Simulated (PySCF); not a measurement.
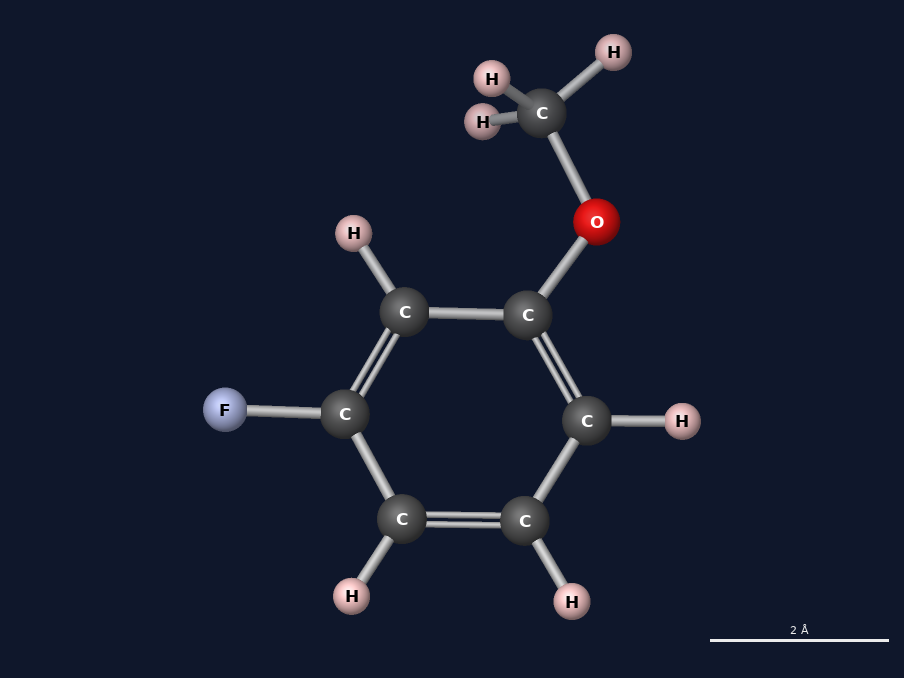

The computed structure is the end point of a GFN2-xTB optimisation. No frequency run is at hand to confirm it as a minimum.

**What is the molecular formula?**

C7H7FO, 16 atoms: 7 carbon, 7 hydrogen, 1 fluorine and 1 oxygen.

**Which point group does it belong to?**

Cs.

**How many bonds of each kind are drawn?**

7 C–H, 6 C–C, 2 C–O, 1 C–F.

**Does it have rings?**

Independent rings (smallest set): 1 of 6 members, 1 of them aromatic.

The parts below concern this one geometry. Atoms keep their numbers from picture to picture.

## Dipole moment

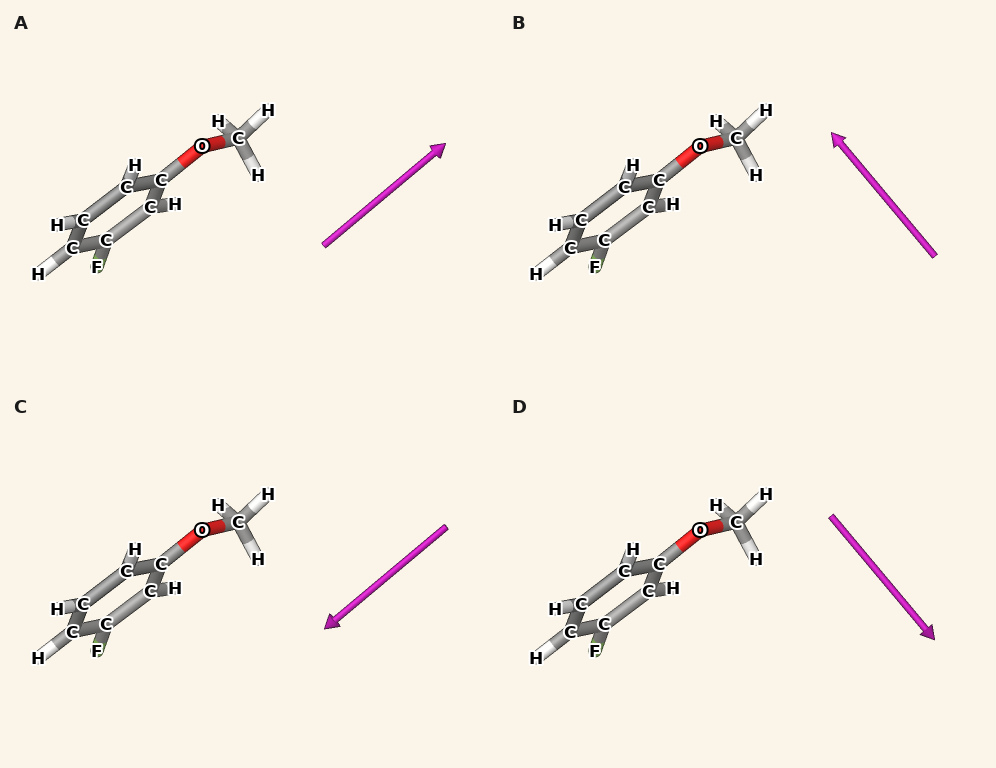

The same molecule four times, each with an arrow. No frequency run is at hand to confirm it as a minimum. Properties computed with PBE0/def2-SVPD, gas phase (PySCF 2.14.0).

**Which arrow points along the dipole moment, from the negative to the positive end?**

A. The dipole moment is 1.47 D.

## Excitation

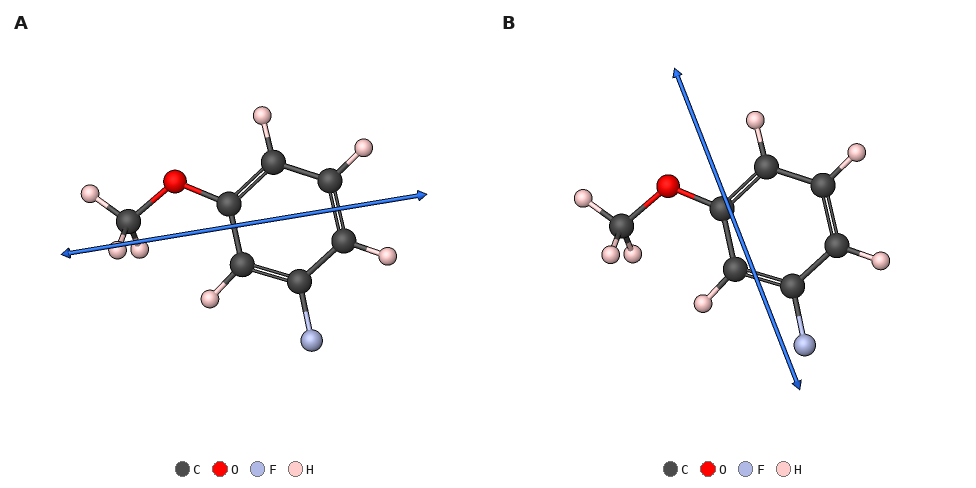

The double arrows show the directions of two transition dipoles from the ground state (lengths mean nothing). No frequency run is at hand to confirm it as a minimum. Method: TDDFT PBE0/def2-SVPD, vertical, gas phase, core orbitals frozen in the response (PySCF 2.14.0).

**One belongs to singlet state 1 and one to singlet state 2. Which is which?**

A: state 2, 5.97 eV (208 nm), oscillator strength 0.092, mainly HOMO → LUMO+1 (weight 0.77).
B: state 1, 5.24 eV (237 nm), oscillator strength 0.028, mainly HOMO → LUMO (weight 0.78).

## Polarisability

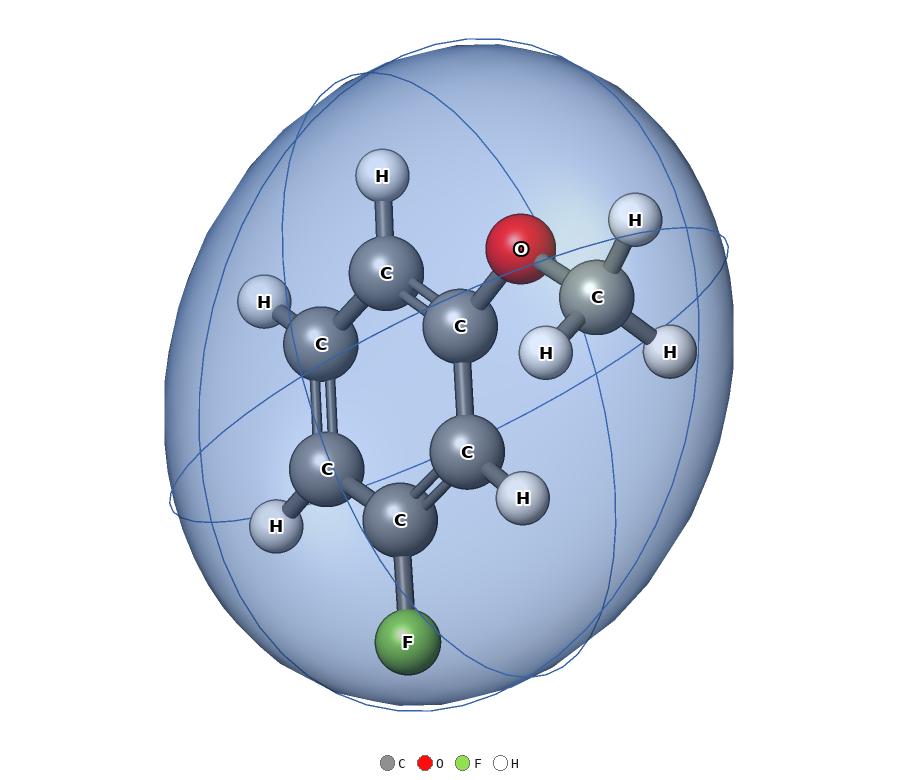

The ellipsoid shows the static dipole polarisability: its half-axes are proportional to the principal values. No frequency run is at hand to confirm it as a minimum. Level of theory: PBE0/def2-SVPD (PySCF 2.14.0).

**How large and how anisotropic is the polarisability?**

Principal values 53.5, 90.8, 111.6 bohr³; mean 85.3 bohr³ (12.64 Å³); anisotropy 51.0 bohr³, so the longest axis is 2.09 times the shortest.
